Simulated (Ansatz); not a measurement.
# TiSb (NiAs type): how the settings move a single-point run

How sensitive is a single-point run of TiSb (NiAs type) to its settings? A reference run comes first, then two runs with altered input.

Method: reference: DFT, PBEsol, PAW with Ansatz's default frozen-core files, scalar-relativistic, in Ansatz 0.2.0.

## (1) Starting point

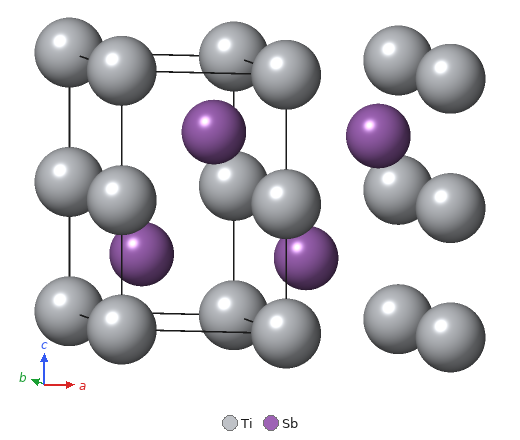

Start, viewed slightly off an axis; titanium light grey, antimony purple. 2×1×1 cells are drawn. Atoms on the faces are drawn again on the opposite ones.

Coordinates:

```xyz
4
Lattice="3.9897 0.0000 0.0000 -1.9949 3.4552 0.0000 0.0000 0.0000 6.1837" Properties=species:S:1:pos:R:3 pbc="T T T"
Ti    0.0000    0.0000    0.0000
Ti    0.0000    0.0000    3.0919
Sb    0.0000    2.3035    1.5459
Sb    1.9949    1.1517    4.6378
```

## (2) The reference run

Contents of input.yaml:

```yaml
crystal:
  lattice:
    - [3.9897275233, 0.0, 0.0]
    - [-1.9948637617, 3.4552053894, 0.0]
    - [0.0, 0.0, 6.1837208126]
  atoms:
    - { symbol: Ti, position: [0.0, 0.0, 0.0] }
    - { symbol: Ti, position: [0.0, 0.0, 0.5] }
    - { symbol: Sb, position: [0.3333333333, 0.6666666667, 0.25] }
    - { symbol: Sb, position: [0.6666666667, 0.3333333333, 0.75] }
kpoints:
  mp_grid: { grid: [12, 12, 7] }
  band_path:
    path:
      - [0.0, 0.0, 0.0]
      - [0.5, 0.0, 0.0]
      - [0.3333333333, 0.3333333333, 0.0]
      - [0.0, 0.0, 0.0]
      - [0.0, 0.0, 0.5]
      - [0.5, 0.0, 0.5]
      - [0.3333333333, 0.3333333333, 0.5]
      - [0.0, 0.0, 0.5]
      - [0.5, 0.0, 0.5]
    npoints: 14
scf:
  occupations: { method: fermi_dirac, width: 0.05 }
hamiltonian:
  xc: pbesol
  pseudopotentials: { kind: paw }
output:
  forces: true
  stress: true
  eigenvalues: true
  efg: { contact_densities: true }
  populations: true
  bader: true
  dos: { projected: true, de: 0.2, e_range: [-14, 8] }
  write_density: true
  write_potential: true
  elf: true
  volumetric_format: npy
```

Command:

```bash
ansatz run input.yaml --threads 1 --pin off --max-ram 3072MiB --backend cpu --events-out ev --progress --plain --runs-dir out
```

The main lines of its log:

```text
[...]
Basis set: ecut = 420 eV, 1701 PW (Γ), exchange–correlation on 54×54×90 points (8 copies of the dense FFT grid, shifted against one another)
[...]
k-points: 76 of 1008
[...]
SCF iter   1: F=—  HF=-17766.031539 eV  |F-HF|=—  |Δ(HF+E_count)|=         —  Δρ=5.05e-3  dr2=1.65e-2  ethr=1.77e-3  ⟨swp⟩=6.1  Hψ=11089  notcnv=0
preconditioner: auto → Kerker (q_TF=auto, 2.528 Å⁻¹)  [metal: Δε(μ)=0.028 eV  Ē_g=5.253 eV  σ=0.050 eV  W_gap=0.14  n_scr=22 (ndim 8)  ℏωp=17.1 eV  f_vac=0.000  D(μ)=3.68/eV (n_scr^D=34)]
SCF iter   2: F=—  HF=-17766.027211 eV  |F-HF|=—  |Δ(HF+E_count)|=   4.33e-3  Δρ=1.82e-3  dr2=1.71e-3  ethr=3.06e-5  ⟨swp⟩=3.0  Hψ=5544  notcnv=0
[...]
SCF iter   6: F=—  HF=-17766.026931 eV  |F-HF|=—  |Δ(HF+E_count)|=   2.51e-8  Δρ=9.37e-6  dr2=1.38e-7  ethr=1.85e-10  ⟨swp⟩=9.7  Hψ=16050  notcnv=0
SCF iter   7: F=-17766.026931 eV  HF=-17766.026931 eV  |F-HF|=6.04e-10  |Δ(HF+E_count)|=   1.24e-8  Δρ=2.91e-6  dr2=8.69e-9  ethr=1.85e-10  ⟨swp⟩=7.8  Hψ=13531  notcnv=0
[...]
SCF converged after 7 iterations
Free energy (F): -17766.026931 eV
[...]
E sigma→0 (E₀):  -17766.011842 eV
[...]
Fermi energy:    12.704003 eV
[...]
  P = ⅓ Tr σ = 0.0118 GPa (0.118 kbar)
[...]
```

Run time: 43 s. Hardware: 1 thread of Intel Xeon Platinum 8488C (Sapphire Rapids), shared host; peak memory 0.56 GiB.

## (3) Changing settings: mp_grid.grid [18, 18, 10], mp_grid.shift [0.5, 0.5, 0.5], lower_state_search off

Edit input.yaml of step 2 so:

```diff
@@ -11,3 +11,3 @@
 kpoints:
-  mp_grid: { grid: [12, 12, 7] }
+  mp_grid: { grid: [18, 18, 10], shift: [0.5, 0.5, 0.5] }
   band_path:
@@ -26,2 +26,3 @@
   occupations: { method: fermi_dirac, width: 0.05 }
+  lower_state_search: "off"
 hamiltonian:
@@ -35,4 +36,2 @@
   populations: true
-  bader: true
-  dos: { projected: true, de: 0.2, e_range: [-14, 8] }
   write_density: true
```

Command:

```bash
ansatz run input.yaml --threads 1 --pin off --max-ram 3072MiB --backend cpu --events-out ev --progress --plain --runs-dir out
```

Output (excerpt; [...] marks lines left out):

```text
Warning: crystal.symmetry: narrowed to the stabiliser of the k-point mesh — unitary ops 24 → 8; excluded 16 operations that carry a point of the 18×18×10 mesh (shift [0.5, 0.5, 0.5]) off the mesh (the run samples exactly the mesh kpoints.mp_grid names, as under crystal.symmetry.detect: [...]
Sb: output.efg is read without spin–orbit coupling, which moves field gradients at and beside such atoms by some per cent and up to a factor of two; PAW files take it under magnetization.noncollinear and magnetization.spin_orbit
[...]
Pseudopotentials: kind: paw
Pseudopotential: Ti, paw, valence charge 12, recommended cutoff 420 eV (normal)
Pseudopotential: Sb, paw, valence charge 15, recommended cutoff 420 eV (normal)
Functional definition: PBEsol
[...]
Crystal: 4 atoms, lattice volume = 85.245 Å³
Basis set: ecut = 420 eV, 1701 PW (Γ), exchange–correlation on 54×54×90 points (8 copies of the dense FFT grid, shifted against one another)
Bands: 33, of which v1, the nominal top of the filled ones, is band 27 counted from 1 (26 counted from 0)
Symmetry: 8 space group operations
k-points: 450 of 3240
[...]
SCF iter   1: F=—  HF=-17766.031939 eV  |F-HF|=—  |Δ(HF+E_count)|=         —  Δρ=5.08e-3  dr2=1.68e-2  ethr=1.77e-3  ⟨swp⟩=6.0  Hψ=65849  notcnv=0
[...]
SCF iter   7: F=-17766.027275 eV  HF=-17766.027275 eV  |F-HF|=5.86e-10  |Δ(HF+E_count)|=   1.30e-8  Δρ=2.97e-6  dr2=8.94e-9  ethr=1.85e-10  ⟨swp⟩=7.9  Hψ=81222  notcnv=0
[...]
NSCF: frozen V_eff on 113 k-points
SCF converged after 7 iterations
Free energy (F): -17766.027275 eV
[...]
E sigma→0 (E₀):  -17766.012423 eV
Entropy (-TS):   -0.029703 eV (-7.426 meV/atom)
Fermi energy:    12.699398 eV
[...]
--- Forces (eV/Å), atoms counted from 1 ---
  atom   1  Ti     0.00000000     0.00000000     0.00000000
  atom   2  Ti     0.00000000    -0.00000000    -0.00000000
  atom   3  Sb     0.00001003    -0.00000579     0.00000000
  atom   4  Sb    -0.00001003     0.00000579     0.00000000
[...]
--- Stress (GPa, compression-positive) ---
       -0.030620       0.000176       0.000000
        0.000176      -0.030417       0.000000
        0.000000       0.000000       0.081459
  P = ⅓ Tr σ = 0.0068 GPa (0.068 kbar)
--- PAW observables at the nuclei: V_zz in 10²¹ V/m², potentials from the cell's mean, atoms counted from 1 ---
  atom   1  Ti V_zz =    -5.823059   η = 0.0000   by run symmetry: allowed
            electrostatic potential = -2531.283222 V   contact ρ = 56635.435936 e/Å³
  atom   2  Ti V_zz =    -5.823059   η = 0.0000   by run symmetry: allowed
            electrostatic potential = -2531.283222 V   contact ρ = 56635.435936 e/Å³
  atom   3  Sb V_zz =    +3.717476   η = 0.0000   by run symmetry: allowed
            electrostatic potential = -8412.529624 V   contact ρ = 1348122.527799 e/Å³
  atom   4  Sb V_zz =    +3.717476   η = 0.0000   by run symmetry: allowed
            electrostatic potential = -8412.529624 V   contact ρ = 1348122.527799 e/Å³
--- Band table (eV; the first three rows and the last of 450) ---
[...]
--- Löwdin populations: 4 sites ---
  site symbol       q [e]
     0     Ti     11.5611
     1     Ti     11.5611
     2     Sb     15.3140
     3     Sb     15.3140
  spilling = 0.004624 (of n_electrons = 54.000000)
```

Run time: 60 s. Hardware: 1 thread of Intel Xeon Platinum 8488C (Sapphire Rapids), shared host; peak memory 1.1 GiB.

Changing the k-point mesh and search for lower states hardly moves the energy: -0.1 meV/atom.

## (4) Changed: hubbard.sites [{species: Ti, l: d, u_eff: 2.0}], hubbard.double_counting fll

Edit input.yaml of step 2 so:

```diff
@@ -29,2 +29,3 @@
   pseudopotentials: { kind: paw }
+  hubbard: { sites: [{ species: Ti, l: d, u_eff: 2.0 }], double_counting: fll }
 output:
@@ -35,7 +36 @@
   populations: true
-  bader: true
-  dos: { projected: true, de: 0.2, e_range: [-14, 8] }
-  write_density: true
-  write_potential: true
-  elf: true
-  volumetric_format: npy
```

Command:

```bash
ansatz run input.yaml --threads 1 --pin off --max-ram 3072MiB --backend cpu --events-out ev --progress --plain --runs-dir out
```

Output (excerpt; [...] marks lines left out):

```text
Ti: projections on atomic orbitals take those of the free atom [Ne] 3s2 3p6 3d2 4s2, of charge +0.00 (hamiltonian.pseudopotentials.projection_atoms); the dataset's partial waves leave at most 4.1e-7 of an orbital's norm unspanned inside its sphere
Sb: projections on atomic orbitals take those of the free atom [Kr] 4d10 5s2 5p3, of charge +0.00 (hamiltonian.pseudopotentials.projection_atoms); the dataset's partial waves leave at most 3.6e-6 of an orbital's norm unspanned inside its sphere
Sb: output.efg is read without spin–orbit coupling, which moves field gradients at and beside such atoms by some per cent and up to a factor of two; PAW files take it under magnetization.noncollinear and magnetization.spin_orbit
[...]
Pseudopotentials: kind: paw
Pseudopotential: Ti, paw, valence charge 12, recommended cutoff 420 eV (normal)
[...]
--- PAW observables at the nuclei: V_zz in 10²¹ V/m², potentials from the cell's mean, atoms counted from 1 ---
  atom   1  Ti V_zz =    -6.774009   η = 0.0000   by run symmetry: allowed
            electrostatic potential = -2531.029903 V   contact ρ = 56636.316686 e/Å³
  atom   2  Ti V_zz =    -6.774009   η = 0.0000   by run symmetry: allowed
            electrostatic potential = -2531.029903 V   contact ρ = 56636.316686 e/Å³
  atom   3  Sb V_zz =    +4.907843   η = 0.0000   by run symmetry: allowed
            electrostatic potential = -8412.689027 V   contact ρ = 1348121.696170 e/Å³
  atom   4  Sb V_zz =    +4.907843   η = 0.0000   by run symmetry: allowed
            electrostatic potential = -8412.689027 V   contact ρ = 1348121.696170 e/Å³
--- Band table (eV; the first three rows and the last of 76) ---
[...]
Occupation matrices written to <dir>
--- Löwdin populations: 4 sites ---
  site symbol       q [e]
     0     Ti     11.4961
     1     Ti     11.4961
     2     Sb     15.3827
     3     Sb     15.3827
  spilling = 0.004488 (of n_electrons = 54.000000)
```

It took 18 s on 1 thread of Intel Xeon Platinum 8488C (Sapphire Rapids), shared host; peak memory 0.74 GiB.

Changing the Hubbard U moves the energy by +1.02 eV/atom, and the pressure goes from 0.0 to 1.7 GPa. The U term adds an energy of its own, so the shift says nothing about which run is better.

## (5) Side by side

| run | ending | energy change | pressure (GPa) | gap (eV) | force (eV/Å) | cycles | time |
| --- | --- | --- | --- | --- | --- | --- | --- |
| reference | converged | 0 | 0.0 | 0.00 | 0.00 | 7 | 43 s |
| 1: mp_grid.grid [18, 18, 10], mp_grid.shift [0.5, 0.5, 0.5], lower_state_search off | converged | -0.1 meV/atom | 0.0 | 0.00 | 0.00 | 7 | 60 s |
| 2: hubbard.sites [{species: Ti, l: d, u_eff: 2.0}], hubbard.double_counting fll | converged | +1.02 eV/atom (U changed: no physical gain or loss) | 1.7 | 0.00 | 0.00 | 9 | 18 s |

Times don't compare one to one where runs were asked for different outputs or read a saved state (see the inputs); cycles may leave out searches for a lower state.

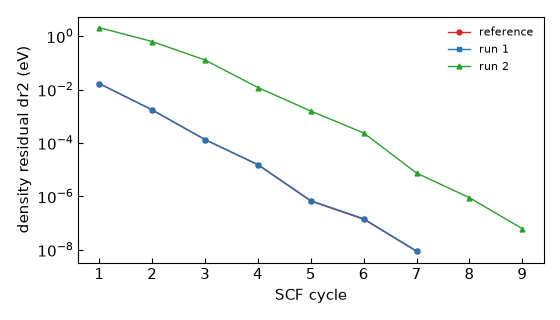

Residual by cycle in the longest SCF loop of each run; runs are numbered as in the table.

**Reading.** «mp_grid.grid [18, 18, 10], mp_grid.shift [0.5, 0.5, 0.5], lower_state_search off» moves the energy by -0.1 meV/atom. A changed U is a change of model: its shifts are not errors of convergence. The reference leaves spin out although Ti can carry a moment, so its state need not be the lowest.
